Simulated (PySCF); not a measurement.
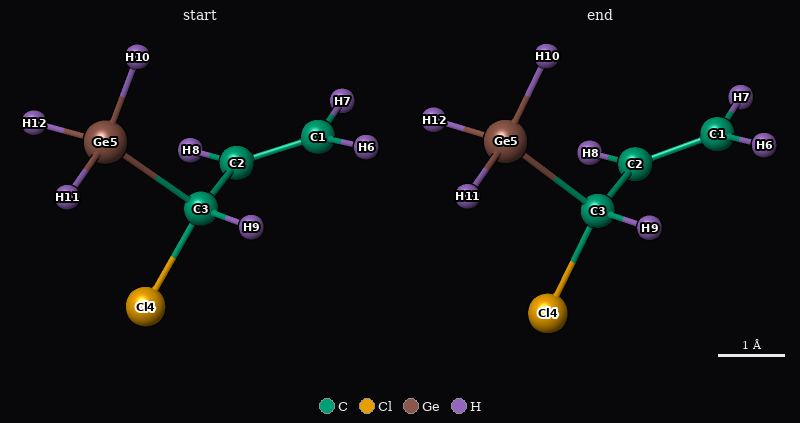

The structure of C₃H₇ClGe before (left) and after (right) a relaxation, at one scale.

The picture is a ball-and-stick view, seen at a tilt.

The start comes from GFN2-xTB. Its atoms were then displaced at random by about 0.01 Å.

Level of theory: PBE0-D3(BJ)/def2-SVP geometry optimisation, gas phase in PySCF 2.14.0, density-fitted response routines. 

> What changed between the two?

Over 5 geometry steps the energy falls by 4.76 kcal/mol. The largest move after the best rigid fit is that of H10, 0.14 Å. By element the largest moves are H 0.14 Å, Cl 0.12 Å, C 0.06 Å, Ge 0.01 Å. Some distances before and after: Ge5–H10 1.494 → 1.541 Å, C3–Cl4 1.775 → 1.810 Å, Ge5–H12 1.504 → 1.537 Å, C1–C2 1.302 → 1.335 Å. Bond angles that change, for instance: Cl4–C3–Ge5 101.4° → 107.0°, C2–C1–H6 124.9° → 121.3°, C3–Ge5–H10 111.9° → 108.9°. Cost: 48 s on 1 thread of Arm Neoverse V1, with other jobs on the host.
